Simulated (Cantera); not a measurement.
Charge: 1 mol Fe2O3, 0.022 mol Cl2, 0.13 mol H2, held at 100 Torr.

Cantera equilibrium calculation (NASA polynomials, part measured and part estimated; ideal gas, pure solids and liquids). Candidate condensed phases: Fe, FeCl2, FeCl3, FeO, Fe(OH)2, Fe(OH)3, Fe2O3, Fe3O4, H2O; 22 gas species. Mutual solubility and eutectic melting of coexisting phases are not modelled. Condensed phases not in the tables: FeOCl. Rates play no part.

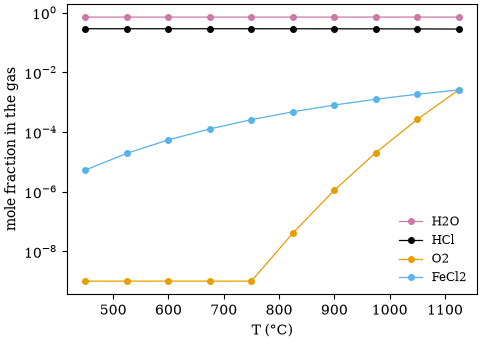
Figure. Equilibrium gas composition (values under 1e-9 drawn at 1e-9)

From 450 °C to 1125 °C the condensed part is Fe2O3(s) + Fe3O4(s). The main Fe-bearing gas is FeCl2 throughout.
